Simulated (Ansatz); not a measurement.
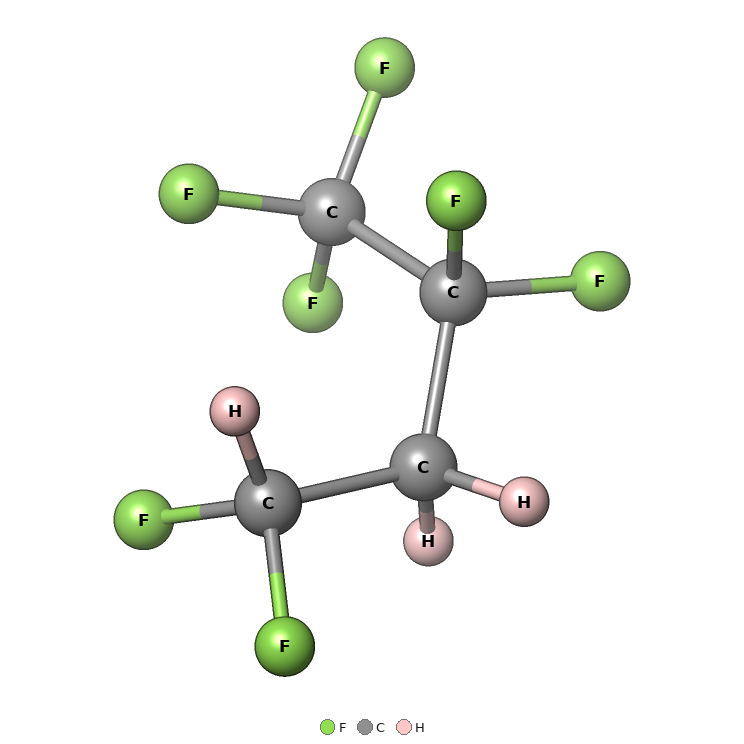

Atoms fade into the background with distance from the viewer. The geometry was computed by an optimisation with PBE0-D4/def2-TZVP.

List the symmetry elements and name the point group.

It has no symmetry element but the identity, so the point group is C1. The group has 1 operation. The geometry is chiral, and symmetry allows a dipole moment.
